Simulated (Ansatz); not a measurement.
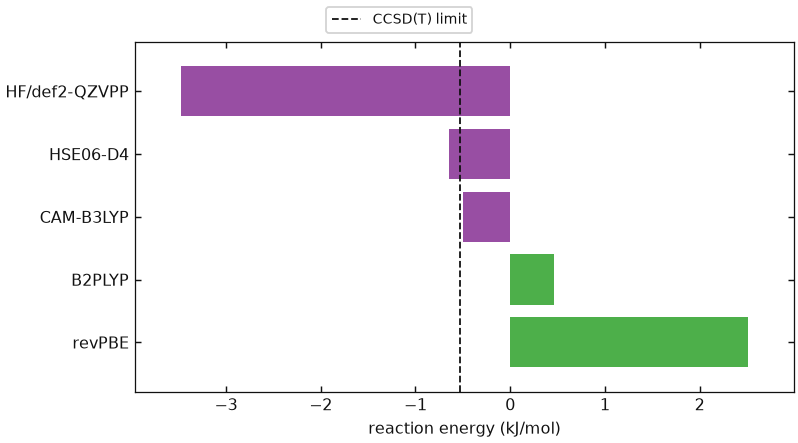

Electronic reaction energy of AlSiNH₆SO ([NH2][Al]([SH])[O][SiH3]) + AlSi₂H₆Cl ([AlH2][SiH]([SiH3])Cl) → AlNH₃SCl ([NH2][Al]([SH])[Cl]) + AlSi₃H₉O ([AlH2][SiH]([SiH3])O[SiH3]) (SMILES in brackets) at several levels (functionals in def2-TZVPP unless a basis is named), isolated molecules at PBE0-D4 triple-zeta geometries, minima by their frequencies, no zero-point or thermal terms, the Ansatz code. The line is frozen-core CCSD(T) at the basis limit (MP2 extrapolated from triple and quadruple zeta, plus CCSD(T) less MP2 in a smaller set). B2PLYP holds a correlation term that converges slowly with the basis, so part of the distance to the limit is basis error. No dispersion term is added to CAM-B3LYP, B2PLYP and revPBE.

Question: What range do the values span, the line included?

Answer: From −3.5 kJ/mol (HF/def2-QZVPP) to 2.5 kJ/mol (revPBE).

Question: Which level comes closest to the line (CCSD(T) limit), and which misses most?

Answer: Closest CAM-B3LYP (−0.5 kJ/mol), against −0.5 kJ/mol; farthest revPBE (2.5 kJ/mol).

Caveats: one conformer of each flexible molecule.
